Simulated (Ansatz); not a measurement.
## CH$_{6}$B$_{2}$FGa: geometry relaxation (part 2 of 2)

Continued. System: CH$_{6}$B$_{2}$FGa. Method: RKS PBE0-D4/def2-TZVP (Ansatz 0.2.0). The geometry: GFN2-xTB start.

Geometry of the input (Å):
```
C  -1.5682  0.7250  -0.6294
B  -0.5508  -0.0004  0.3018
Ga 1.2102  -0.9400  -0.5426
B  0.3351  -0.0753  1.5971
F  1.6678  0.3297  1.2726
H  -2.1726  1.4958  -0.1531
H  -0.9936  1.2064  -1.4304
H  -2.2449  0.0328  -1.1347
H  1.8218  0.0245  -1.6603
H  2.2109  -2.1271  -0.2303
H  0.2843  -0.6713  2.6094
```

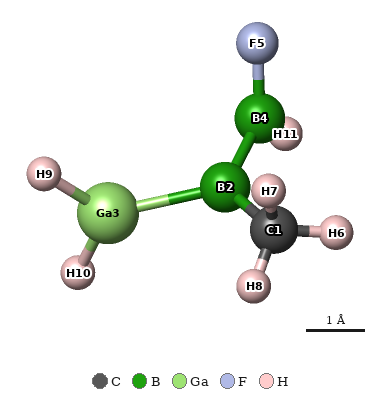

*The geometry at step 18 of the log (ball-and-stick view, seen at a tilt; atoms are numbered from 1 in the order of the input).*

Trajectory as extended XYZ, continued
```
11
Properties=species:S:1:pos:R:3:forces:R:3 step=8 energy=-57571.45713
C    -1.5301    0.6105   -0.5758    0.0305   0.1169   0.1870
B    -0.2393    0.1477    0.1602    0.0645  -0.0117  -0.1056
Ga    1.2042   -1.0373   -0.8093    0.2541  -0.0676   0.0466
B     0.5039    0.2694    1.6145   -0.0518  -0.0459   0.0368
F     1.6148    0.9551    1.9091   -0.1601   0.0134  -0.0060
H    -2.2916    1.0529    0.0697    0.0041   0.0146  -0.0184
H    -1.1682    1.4136   -1.2396   -0.0345   0.0117   0.0113
H    -1.9917   -0.1255   -1.2321   -0.0237  -0.0657  -0.0669
H     2.1691   -0.1610   -1.7101   -0.0427  -0.0795  -0.0694
H     1.5729   -2.5560   -0.6074   -0.0815   0.0549  -0.0857
H     0.1561   -0.5694    2.4207    0.0410   0.0589   0.0704
11
Properties=species:S:1:pos:R:3:forces:R:3 step=9 energy=-57571.49621
C    -1.5050    0.6019   -0.5548    0.0630   0.0059   0.1209
B    -0.1931    0.1221    0.1436    0.3237   0.0548   0.1260
Ga    1.2667   -1.0506   -0.8488   -0.1050  -0.0631  -0.1565
B     0.4739    0.2958    1.6487    0.1476   0.2774   0.0830
F     1.5083    1.0809    2.0148   -0.5110  -0.3245  -0.2231
H    -2.2610    1.0192    0.1139    0.0312  -0.0138   0.0086
H    -1.1726    1.4255   -1.2065    0.0174   0.0262   0.0003
H    -1.9726   -0.1209   -1.2223   -0.0230  -0.0641  -0.0664
H     2.2199   -0.2449   -1.8231    0.0018  -0.0304   0.0382
H     1.5236   -2.6044   -0.7322   -0.0261   0.1042   0.0262
H     0.1119   -0.5245    2.4668    0.0803   0.0272   0.0428
11
Properties=species:S:1:pos:R:3:forces:R:3 step=10 energy=-57571.47653 accepted=F
C    -1.4436    0.5789   -0.5305   -0.0807  -0.1910   0.1629
B    -0.1061    0.0558    0.1102    0.0223   0.6564   0.7477
Ga    1.3061   -1.0442   -0.9476   -0.2706  -0.5655  -0.0083
B     0.3954    0.3575    1.7173   -0.1759  -1.0114  -0.9509
F     1.3558    1.1767    2.0862    0.3319   0.6754   0.1303
H    -2.1859    0.9535    0.1858    0.1301  -0.0575  -0.1345
H    -1.1544    1.4273   -1.1663    0.0735   0.0758   0.0052
H    -1.9281   -0.1259   -1.2100   -0.0279  -0.0112  -0.0309
H     2.2658   -0.3157   -1.9334    0.2315   0.1426  -0.1340
H     1.4413   -2.6342   -0.8744    0.0159   0.2942   0.0221
H     0.0538   -0.4297    2.5628   -0.2502  -0.0078   0.1903
11
Properties=species:S:1:pos:R:3:forces:R:3 step=11 energy=-57571.52394
C    -1.4793    0.5951   -0.5444    0.0108   0.0352   0.1196
B    -0.1558    0.1108    0.1336    0.1194  -0.0713   0.0593
Ga    1.2522   -1.0571   -0.9050    0.0253  -0.0647   0.0121
B     0.4608    0.2942    1.6633   -0.1340   0.1499  -0.0073
F     1.4320    1.1326    2.0359   -0.0962  -0.0573  -0.0756
H    -2.2345    0.9940    0.1374    0.0351  -0.0225  -0.0110
H    -1.1628    1.4328   -1.1857    0.0224   0.0314  -0.0046
H    -1.9468   -0.1206   -1.2225   -0.0012  -0.0300  -0.0279
H     2.2333   -0.2693   -1.8567    0.0272  -0.0160  -0.0528
H     1.4977   -2.6097   -0.7579   -0.0504   0.0779  -0.0308
H     0.1032   -0.5029    2.5022    0.0415  -0.0326   0.0190
11
Properties=species:S:1:pos:R:3:forces:R:3 step=12 energy=-57571.53954
C    -1.4640    0.5869   -0.5334   -0.0058  -0.0103   0.0335
B    -0.1354    0.0952    0.1312    0.0696  -0.0148   0.0189
Ga    1.2597   -1.0647   -0.9262    0.0366  -0.0371  -0.0185
B     0.4452    0.3103    1.6703   -0.0878   0.0318   0.0585
F     1.3627    1.2040    2.0454   -0.0694  -0.0369  -0.0448
H    -2.2251    0.9526    0.1600    0.0222  -0.0206  -0.0122
H    -1.1563    1.4522   -1.1433    0.0294   0.0163   0.0218
H    -1.9211   -0.1083   -1.2413    0.0008  -0.0012   0.0067
H     2.2663   -0.3061   -1.8782   -0.0012  -0.0218  -0.0197
H     1.4515   -2.6258   -0.8013   -0.0385   0.0537  -0.0202
H     0.1164   -0.4965    2.5169    0.0440   0.0409  -0.0239
11
Properties=species:S:1:pos:R:3:forces:R:3 step=13 energy=-57571.55355
C    -1.4354    0.5693   -0.5179   -0.0565  -0.0136  -0.0954
B    -0.0982    0.0705    0.1282    0.0227   0.0681   0.0628
Ga    1.2721   -1.0728   -0.9676    0.0380  -0.0527  -0.0154
B     0.4186    0.3331    1.6891    0.1287   0.0670   0.1045
F     1.2583    1.3070    2.0637   -0.1988  -0.1808  -0.0894
H    -2.2085    0.8802    0.1912    0.0479  -0.0329  -0.0609
H    -1.1379    1.4792   -1.0724    0.0024  -0.0720   0.0823
H    -1.8748   -0.0924   -1.2730    0.0301   0.0789   0.0907
H     2.3070   -0.3602   -1.9253   -0.0228  -0.0196   0.0084
H     1.3754   -2.6460   -0.8719   -0.0183   0.0569  -0.0186
H     0.1235   -0.4680    2.5559    0.0266   0.1007  -0.0690
11
Properties=species:S:1:pos:R:3:forces:R:3 step=14 energy=-57571.55701
C    -1.4099    0.5554   -0.5055   -0.0856   0.0011  -0.1583
B    -0.0680    0.0524    0.1295    0.0825   0.0645   0.1296
Ga    1.2881   -1.0810   -0.9848   -0.0504  -0.1056  -0.1148
B     0.4124    0.3441    1.7010   -0.0968   0.1098   0.0803
F     1.1619    1.3861    2.0732   -0.0520  -0.1391  -0.0639
H    -2.1949    0.8221    0.2111    0.0857  -0.0356  -0.0973
H    -1.1179    1.4981   -1.0115   -0.0228  -0.1383   0.1134
H    -1.8337   -0.0766   -1.2969    0.0479   0.1186   0.1416
H     2.3211   -0.4031   -1.9658    0.0129   0.0050   0.0324
H     1.3170   -2.6619   -0.9375    0.0130   0.0725   0.0191
H     0.1237   -0.4357    2.5872    0.0657   0.0471  -0.0821
11
Properties=species:S:1:pos:R:3:forces:R:3 step=15 energy=-57571.55997
C    -1.3983    0.5446   -0.5012   -0.1054   0.0331  -0.2012
B    -0.0565    0.0481    0.1379   -0.0636   0.0288  -0.0044
Ga    1.2771   -1.0882   -1.0040    0.0267  -0.0245   0.0131
B     0.3920    0.3617    1.7088    0.2155   0.0298   0.0946
F     1.1481    1.4065    2.0619   -0.1171  -0.0964  -0.0295
H    -2.1984    0.7770    0.2111    0.0931  -0.0246  -0.0965
H    -1.1077    1.5107   -0.9650   -0.0489  -0.1636   0.1067
H    -1.8028   -0.0643   -1.3208    0.0505   0.1326   0.1539
H     2.3262   -0.4172   -1.9727   -0.0169   0.0076   0.0091
H     1.2947   -2.6655   -0.9591   -0.0120   0.0185  -0.0009
H     0.1255   -0.4133    2.6031   -0.0218   0.0588  -0.0449
11
Properties=species:S:1:pos:R:3:forces:R:3 step=16 energy=-57571.55708 accepted=F
C    -1.4068    0.5329   -0.5143   -0.0319   0.1951   0.2266
B    -0.0667    0.0487    0.1358    0.0726  -0.1382  -0.2121
Ga    1.2811   -1.1023   -1.0056   -0.0492   0.0819   0.1418
B     0.4009    0.3721    1.7006    0.0668  -0.0097   0.0276
F     1.1294    1.4333    2.0524   -0.0361  -0.0320  -0.0294
H    -2.1915    0.7410    0.2192   -0.0378   0.0111  -0.1016
H    -1.1163    1.5177   -0.9249   -0.0141  -0.0070   0.0374
H    -1.8297   -0.0217   -1.3508    0.0757  -0.1221  -0.0306
H     2.3620   -0.4311   -1.9367   -0.0186   0.0064  -0.0181
H     1.2748   -2.6777   -0.9685   -0.0125  -0.0124  -0.0133
H     0.1630   -0.4129    2.5928   -0.0149   0.0269  -0.0282
11
Properties=species:S:1:pos:R:3:forces:R:3 step=17 energy=-57571.56357
C    -1.4028    0.5415   -0.5080   -0.0346   0.0504  -0.0381
B    -0.0623    0.0512    0.1371   -0.0029  -0.0480  -0.0355
Ga    1.2749   -1.0963   -0.9960   -0.0075   0.0293   0.0231
B     0.4062    0.3628    1.7022    0.0317   0.0426   0.0458
F     1.1504    1.4128    2.0553   -0.0250  -0.0403  -0.0127
H    -2.2062    0.7554    0.2028    0.0310  -0.0071  -0.0389
H    -1.1150    1.5183   -0.9410   -0.0182  -0.0523   0.0431
H    -1.8002   -0.0454   -1.3399    0.0243   0.0192   0.0394
H     2.3267   -0.4147   -1.9536   -0.0030  -0.0071  -0.0032
H     1.2849   -2.6716   -0.9528   -0.0013  -0.0021  -0.0045
H     0.1434   -0.4140    2.5939    0.0056   0.0154  -0.0186
11
Properties=species:S:1:pos:R:3:forces:R:3 step=18 energy=-57571.56365
C    -1.4062    0.5455   -0.5065   -0.0041  -0.0284  -0.0012
B    -0.0709    0.0293    0.1315    0.0133   0.0708  -0.0115
Ga    1.2769   -1.1120   -0.9907   -0.0087  -0.0096  -0.0189
B     0.4028    0.3651    1.6920    0.0204  -0.0133  -0.0100
F     1.1453    1.4239    2.0189   -0.0160  -0.0218   0.0059
H    -2.2146    0.7270    0.2061   -0.0004  -0.0226   0.0042
H    -1.1253    1.5435   -0.8861    0.0241  -0.0167  -0.0077
H    -1.7937   -0.0101   -1.3619   -0.0110   0.0157  -0.0094
H     2.3369   -0.4261   -1.9376   -0.0112   0.0034   0.0122
H     1.3013   -2.6885   -0.9613   -0.0081   0.0094   0.0097
H     0.1475   -0.3975    2.5957    0.0017   0.0132   0.0267
11
Properties=species:S:1:pos:R:3:forces:R:3 step=19 energy=-57571.55465 accepted=F
C    -1.4155    0.5180   -0.5071    0.2098   0.1466   0.1029
B    -0.0623    0.0407    0.1275   -0.2272  -0.2174  -0.0338
Ga    1.2744   -1.1113   -0.9953    0.0157   0.0495   0.0088
B     0.4084    0.3710    1.6903   -0.0292   0.0506   0.0069
F     1.1554    1.4258    2.0187    0.0053  -0.0033   0.0152
H    -2.2247    0.7104    0.2005   -0.0039  -0.0399   0.0028
H    -1.0916    1.5156   -0.8515   -0.0483   0.1451  -0.0587
H    -1.8052    0.0152   -1.3919    0.0494  -0.1224   0.0245
H     2.3296   -0.4154   -1.9383    0.0054  -0.0245  -0.0234
H     1.2900   -2.6866   -0.9532   -0.0016   0.0118  -0.0027
H     0.1416   -0.3833    2.6002    0.0248   0.0039  -0.0426
11
Properties=species:S:1:pos:R:3:forces:R:3 step=20 energy=-57571.56432
C    -1.4058    0.5392   -0.5085    0.0226  -0.0103  -0.0100
B    -0.0660    0.0395    0.1318   -0.0010   0.0004  -0.0132
Ga    1.2751   -1.1051   -0.9945   -0.0064  -0.0017   0.0142
B     0.4070    0.3689    1.6937   -0.0002   0.0029   0.0360
F     1.1698    1.4119    2.0246   -0.0107  -0.0063  -0.0101
H    -2.2183    0.7045    0.2028   -0.0029   0.0111   0.0034
H    -1.1293    1.5404   -0.8835   -0.0101   0.0043   0.0079
H    -1.7852   -0.0130   -1.3698    0.0025  -0.0044  -0.0027
H     2.3374   -0.4230   -1.9390   -0.0006   0.0015  -0.0070
H     1.2843   -2.6809   -0.9601   -0.0021   0.0006  -0.0013
H     0.1310   -0.3824    2.6025    0.0089   0.0019  -0.0173
11
Properties=species:S:1:pos:R:3:forces:R:3 step=21 energy=-57571.56451
C    -1.4047    0.5397   -0.5104    0.0133  -0.0031   0.0017
B    -0.0666    0.0405    0.1332   -0.0032   0.0050  -0.0019
Ga    1.2742   -1.1061   -0.9913   -0.0069   0.0053   0.0036
B     0.4064    0.3695    1.6953    0.0084  -0.0220   0.0032
F     1.1620    1.4169    2.0269   -0.0013   0.0123   0.0017
H    -2.2184    0.7058    0.1995   -0.0046   0.0030   0.0020
H    -1.1287    1.5417   -0.8834   -0.0024   0.0039   0.0024
H    -1.7825   -0.0120   -1.3723   -0.0006  -0.0061  -0.0082
H     2.3329   -0.4238   -1.9403    0.0002  -0.0019  -0.0031
H     1.2820   -2.6818   -0.9573   -0.0005  -0.0007   0.0008
H     0.1433   -0.3903    2.6001   -0.0025   0.0043  -0.0021
11
Properties=species:S:1:pos:R:3:forces:R:3 step=22 energy=-57571.56455
C    -1.4016    0.5401   -0.5102   -0.0060  -0.0014  -0.0065
B    -0.0641    0.0406    0.1344    0.0070  -0.0005   0.0091
Ga    1.2735   -1.1064   -0.9916    0.0011   0.0004  -0.0155
B     0.4075    0.3679    1.6975   -0.0192   0.0155   0.0042
F     1.1462    1.4267    2.0322    0.0026  -0.0123  -0.0009
H    -2.2167    0.7070    0.1984    0.0041  -0.0065  -0.0064
H    -1.1255    1.5427   -0.8822    0.0021  -0.0046   0.0017
H    -1.7777   -0.0118   -1.3737    0.0019   0.0079   0.0105
H     2.3282   -0.4286   -1.9487   -0.0005  -0.0016   0.0028
H     1.2796   -2.6823   -0.9568   -0.0010   0.0011   0.0042
H     0.1506   -0.3959    2.6006    0.0079   0.0021  -0.0031
11
Properties=species:S:1:pos:R:3:forces:R:3 step=23 energy=-57571.56462
C    -1.4015    0.5393   -0.5109   -0.0038  -0.0003  -0.0073
B    -0.0639    0.0420    0.1349   -0.0039   0.0006   0.0071
Ga    1.2725   -1.1053   -0.9922    0.0067   0.0009  -0.0041
B     0.4066    0.3694    1.6983    0.0069   0.0007   0.0005
F     1.1504    1.4250    2.0323   -0.0049  -0.0052  -0.0005
H    -2.2183    0.7020    0.1966    0.0032  -0.0031  -0.0046
H    -1.1269    1.5435   -0.8795   -0.0006  -0.0013   0.0020
H    -1.7748   -0.0108   -1.3766    0.0011   0.0048   0.0081
H     2.3279   -0.4291   -1.9494   -0.0019  -0.0014   0.0000
H     1.2773   -2.6811   -0.9547   -0.0018  -0.0001   0.0011
H     0.1508   -0.3949    2.6012   -0.0010   0.0044  -0.0024
11
Properties=species:S:1:pos:R:3:forces:R:3 step=24 energy=-57571.56462
C    -1.4008    0.5399   -0.5109   -0.0052  -0.0016  -0.0035
B    -0.0634    0.0422    0.1351   -0.0044  -0.0032  -0.0018
Ga    1.2729   -1.1050   -0.9923    0.0033  -0.0020  -0.0035
B     0.4058    0.3688    1.6984    0.0111   0.0114  -0.0022
F     1.1496    1.4240    2.0331   -0.0022  -0.0022   0.0013
H    -2.2176    0.7020    0.1969    0.0025  -0.0027  -0.0053
H    -1.1264    1.5442   -0.8790   -0.0005  -0.0013   0.0008
H    -1.7741   -0.0102   -1.3765    0.0008   0.0054   0.0055
H     2.3251   -0.4302   -1.9537    0.0008   0.0014  -0.0007
H     1.2800   -2.6808   -0.9519   -0.0023   0.0002   0.0016
H     0.1489   -0.3948    2.6008   -0.0038  -0.0055   0.0079
11
Properties=species:S:1:pos:R:3:forces:R:3 step=25 energy=-57571.56464
C    -1.4008    0.5390   -0.5114    0.0056   0.0056   0.0031
B    -0.0631    0.0417    0.1351   -0.0011   0.0027  -0.0087
Ga    1.2733   -1.1060   -0.9932   -0.0026   0.0024   0.0057
B     0.4071    0.3703    1.6982   -0.0051  -0.0038   0.0033
F     1.1508    1.4255    2.0324    0.0009   0.0011  -0.0019
H    -2.2196    0.6942    0.1955    0.0018   0.0003  -0.0010
H    -1.1285    1.5466   -0.8722   -0.0014  -0.0020   0.0044
H    -1.7713   -0.0056   -1.3812    0.0010  -0.0057  -0.0007
H     2.3263   -0.4314   -1.9537   -0.0006  -0.0015  -0.0009
H     1.2768   -2.6818   -0.9511    0.0004   0.0002  -0.0017
H     0.1491   -0.3925    2.6017    0.0011   0.0007  -0.0017
11
Properties=species:S:1:pos:R:3:forces:R:3 step=26 energy=-57571.56463 accepted=F
C    -1.4003    0.5400   -0.5110    0.0069  -0.0116  -0.0075
B    -0.0624    0.0425    0.1338    0.0024   0.0023   0.0095
Ga    1.2737   -1.1062   -0.9926   -0.0030  -0.0006  -0.0046
B     0.4062    0.3707    1.6973    0.0038  -0.0018   0.0024
F     1.1505    1.4255    2.0315    0.0004   0.0024   0.0011
H    -2.2194    0.6904    0.1963   -0.0015   0.0012   0.0009
H    -1.1305    1.5493   -0.8683   -0.0022   0.0020  -0.0017
H    -1.7679   -0.0049   -1.3820   -0.0079   0.0058  -0.0023
H     2.3258   -0.4336   -1.9556    0.0016  -0.0001   0.0007
H     1.2768   -2.6820   -0.9502    0.0006   0.0005   0.0010
H     0.1474   -0.3917    2.6008   -0.0010  -0.0001   0.0006
11
Properties=species:S:1:pos:R:3:forces:R:3 step=27 energy=-57571.56465
C    -1.4004    0.5394   -0.5113    0.0036  -0.0011  -0.0016
B    -0.0626    0.0423    0.1347   -0.0008   0.0016  -0.0006
Ga    1.2732   -1.1060   -0.9931    0.0002   0.0004   0.0011
B     0.4066    0.3706    1.6981    0.0005  -0.0016   0.0016
F     1.1498    1.4262    2.0325   -0.0003   0.0002  -0.0005
H    -2.2194    0.6923    0.1957    0.0004   0.0000  -0.0004
H    -1.1294    1.5479   -0.8703   -0.0012  -0.0004   0.0012
H    -1.7695   -0.0052   -1.3819   -0.0016   0.0001   0.0002
H     2.3260   -0.4331   -1.9550   -0.0003  -0.0003  -0.0002
H     1.2765   -2.6818   -0.9507   -0.0004   0.0002  -0.0003
H     0.1492   -0.3926    2.6014   -0.0002   0.0008  -0.0005
```

Key numbers

```tsv
quantity	value
outcome	converged
total energy	−57571.5647 eV
mean-field energy	−57571.3838 eV
dispersion energy	−0.1809 eV
SCF solution under orbital rotations	stable
largest force (length of the vector) at the end	0.004 eV/Å
dipole moment	1.68 D
hardware	4 threads of Arm Neoverse V2, 23 GiB of memory available, shared host
wall time	1.7 min (CPU time 6.6 min)
peak memory	0.64 GiB
```
